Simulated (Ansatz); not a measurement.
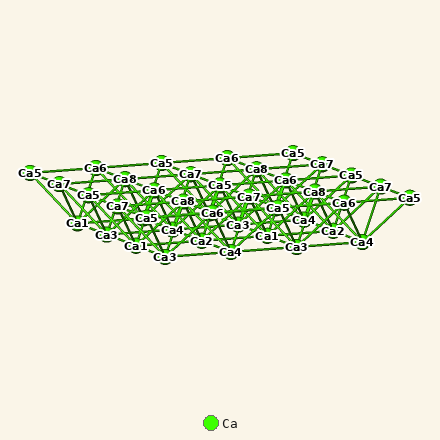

The system is CO on a Ca(100) slab cut from the Fm-3m phase, its upper half relaxed before the scan (8 atoms of substrate and one adsorbate in a 2 × 2 cell); the picture shows it without the atoms that are moved over the map. CO lies flat over one site of a rigid substrate while its bond length and height are varied; it sits over a hollow site, heights counted from the top plane, its axis along the first surface vector. Coordinates scanned: (1) distance C9-O10; (2) height of the CO axis above the plane of Ca5. Grid: 8 × 8 points. At 15 points there is no value (left out: too close to the surface, or the stretched molecule far from it). Points are written as (first, second). Energies are in eV, from the lowest grid point. Method: DFT PBE, scalar-relativistic, plane waves, PAW (Ansatz 0.2.0). Settings: cutoff 420 eV, k-mesh 4×4×1, gaussian smearing 0.1 eV, no spin polarisation.

Range: distance C9-O10 from 1.040 to 3.040 Å; height of the CO axis above the plane of Ca5 from 0.80 to 3.60 Å.

Q: What landscape does the calculation give?

A: The lowest grid point is at (1.309 Å, 0.80 Å). It lies at the edge of the scanned range, so the true minimum may lie outside. The energy also falls towards the edge at (1.140 Å, 3.60 Å) (0.68 eV above the lowest), where a further well may lie outside the range. The highest grid point, (3.040 Å, 1.76 Å), lies 5.48 eV above the lowest. On the interpolated surface the lowest path from the intact molecule far from the surface, about (1.15 Å, 3.21 Å), to the stretched end of the scan, (3.040 Å, 0.80 Å), has its top at about (2.78 Å, 0.80 Å), about 1.6 eV above the start and 0.017 eV above the end.

| second ↓, first → | 1.040 | 1.140 | 1.309 | 1.571 | 1.885 | 2.239 | 2.625 | 3.040 |
| --- | --- | --- | --- | --- | --- | --- | --- | --- |
| 3.60 | 1.37 | 0.68 | 1.66 | 4.41 | – | – | – | – |
| 3.00 | 1.43 | 0.68 | 1.53 | 4.03 | – | – | – | – |
| 2.60 | 1.51 | 0.69 | 1.38 | 3.64 | – | – | – | – |
| 2.08 | 1.65 | 0.69 | 1.08 | 2.91 | 4.72 | – | – | – |
| 1.76 | 1.76 | 0.67 | 0.83 | 2.33 | 3.85 | 4.83 | 5.31 | 5.48 |
| 1.44 | 1.88 | 0.63 | 0.54 | 1.73 | 2.96 | 3.72 | 4.05 | 4.11 |
| 1.12 | 2.00 | 0.60 | 0.26 | 1.14 | 2.14 | 2.75 | 2.99 | 2.99 |
| 0.80 | 2.11 | 0.56 | 0.00 | 0.63 | 1.47 | 2.02 | 2.24 | 2.23 |

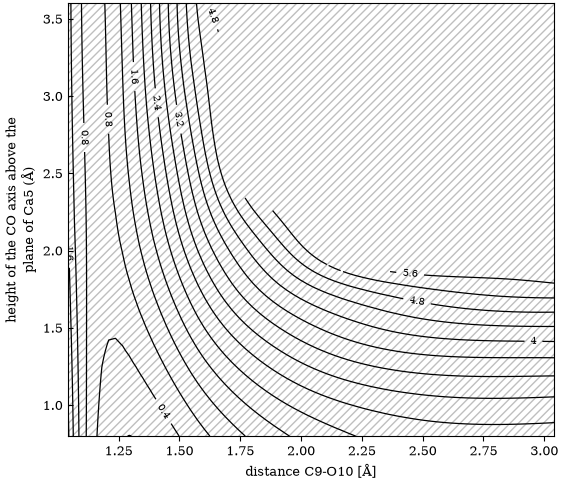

The picture shows contour lines labelled in eV, hatched blanks where no value was computed. Between grid points the surface is interpolated.

Each point was launched as `ansatz run input.yaml --threads 4 --pin off --max-ram 12288MiB --backend cpu --events-out ev --progress --plain --runs-dir out`. The whole map (49 points run) took 20 min on 4 threads of Intel(R) Xeon(R) Platinum 8375C CPU @ 2.90GHz (Ice Lake) (shared host).
